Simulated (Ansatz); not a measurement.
# H$_{12}$O$_{12}$Zr$_{3}$: what the fields show

The calculation's input:

```
crystal:
  periodic: [false, false, false]
  atoms:
    - {symbol: Zr, position_ang: [1.318103, 1.487938, 0.069626]}
    - {symbol: Zr, position_ang: [-2.119357, 0.161673, -0.307956]}
    - {symbol: Zr, position_ang: [0.686260, -2.059256, 0.343816]}
    - {symbol: O, position_ang: [-3.557742, 0.100921, 1.047394]}
    - {symbol: O, position_ang: [-2.751319, -0.797455, -1.928483]}
    - {symbol: O, position_ang: [-1.354912, -1.848966, 0.553906]}
    - {symbol: O, position_ang: [-2.104739, 1.953081, -1.060506]}
    - {symbol: O, position_ang: [-0.492025, 0.895551, 1.103494]}
    - {symbol: O, position_ang: [0.946325, -3.197647, 1.885660]}
    - {symbol: O, position_ang: [0.146254, -0.272500, -0.963521]}
    - {symbol: O, position_ang: [1.263443, -3.107815, -1.178085]}
    - {symbol: O, position_ang: [2.039704, -0.588959, 0.864248]}
    - {symbol: O, position_ang: [0.354577, 3.047559, -0.775307]}
    - {symbol: O, position_ang: [2.684931, 1.347794, -1.328929]}
    - {symbol: O, position_ang: [2.208234, 2.246840, 1.645024]}
    - {symbol: H, position_ang: [-4.353643, 0.597069, 1.289852]}
    - {symbol: H, position_ang: [-2.968388, -0.432798, -2.801435]}
    - {symbol: H, position_ang: [-1.960316, -2.292222, 1.174000]}
    - {symbol: H, position_ang: [-1.350223, 2.598763, -1.008343]}
    - {symbol: H, position_ang: [-0.736419, 1.298865, 1.954866]}
    - {symbol: H, position_ang: [1.042592, -3.721519, 2.692035]}
    - {symbol: H, position_ang: [0.272099, -0.409438, -1.921549]}
    - {symbol: H, position_ang: [1.421428, -3.929499, -1.663010]}
    - {symbol: H, position_ang: [2.588391, -0.537505, 1.666687]}
    - {symbol: H, position_ang: [0.703733, 3.569027, -1.518032]}
    - {symbol: H, position_ang: [3.364880, 0.904712, -1.853735]}
    - {symbol: H, position_ang: [2.708128, 2.985785, 2.018293]}
basis:
  gaussian: {orbitals: def2-TZVP, fitting: {mean_field: def2-universal-jkfit}, initial_orbitals: start.molden}
hamiltonian: {xc: pbe0, dispersion: d4}
scf: {omitted_lower_state_checks: [starts]}
output: {orbitals: {seedname: orbitals}}
```

Launched as:

```sh
ansatz run in.yaml --threads 2 --pin off --events-out ev --progress --plain --max-ram 32768MiB --backend cuda --devices 0, --max-vram 18GiB
```

Geometry: PBE-D4/def2-SVP; core potentials replace the inner electrons of Zr.

Level of theory: RKS PBE0-D4/def2-TZVP in Ansatz.

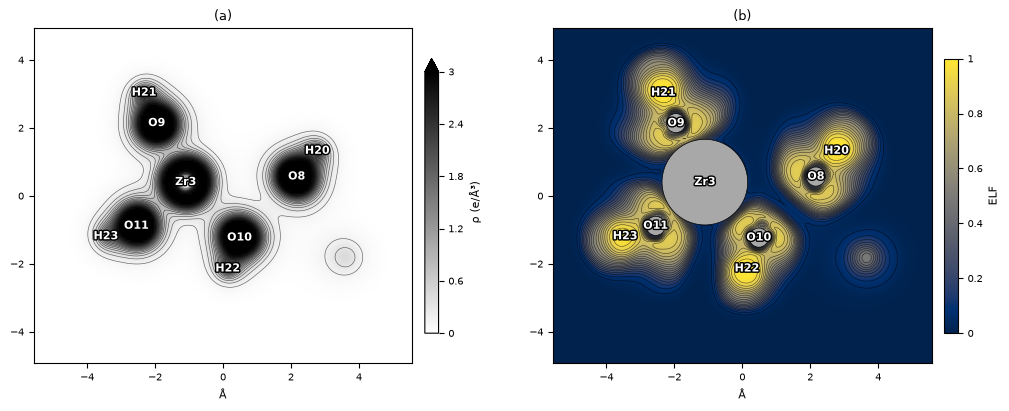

Figure 1. (a) electron density; (b) electron localisation function on the plane of atoms O9, Zr3 and O11. Grey discs cover the atomic cores in the ELF map.

### Read the bonding off the picture.

- Atoms in the plane: Zr, O and H.
- Zr–O (1.93 Å): ρ at the midpoint is about 0.87 e/Å³; the ELF peaks at about 0.80 in the valence shell of O, 0.5 Å from its nucleus, and drops to about 0.20 between the two atoms.
- O–H (0.97 Å): ρ at the midpoint is about 3.7 e/Å³; the ELF climbs to about 1 towards the hydrogen, as it does in any bond to H: an ordinary covalent bond to hydrogen.

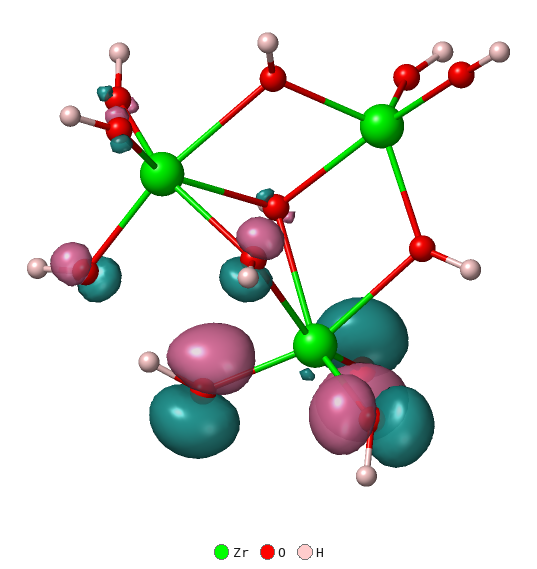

Figure 2. The HOMO−1 at ±0.15 Å⁻³ᐟ² (teal and pink are the two phases), seen across its widest extent.

### Describe this orbital and give its energy.

It lies mainly on O5 (about 35 %), O7 (about 25 %), O4 (about 20 %) and Zr2 (about 5 %); largely a combination of lone pairs on O5, O7 and O4. Its energy is −7.79 eV.

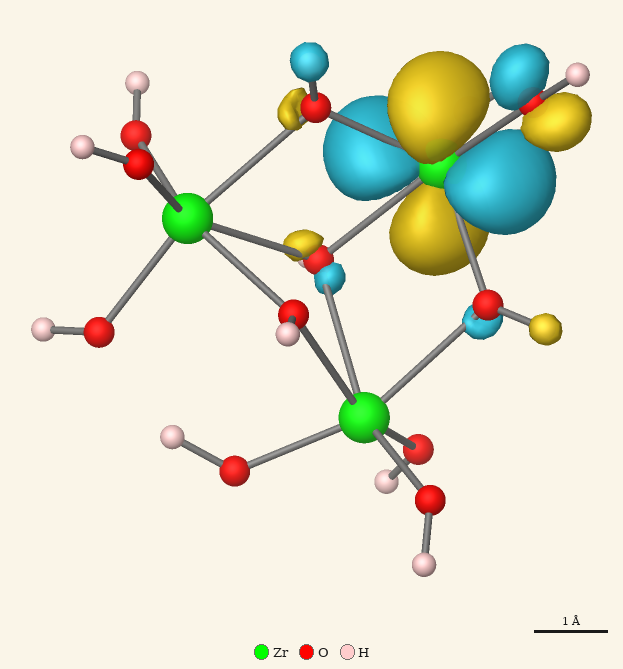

Figure 3. The LUMO at ±0.15 Å⁻³ᐟ² (yellow and cyan are the two phases), seen across its widest extent.

### Where does this orbital lie, and at what energy?

By Hirshfeld shares it lies mainly on Zr3 (about 70 %) and O9 (about 10 %). Its energy is −0.57 eV.
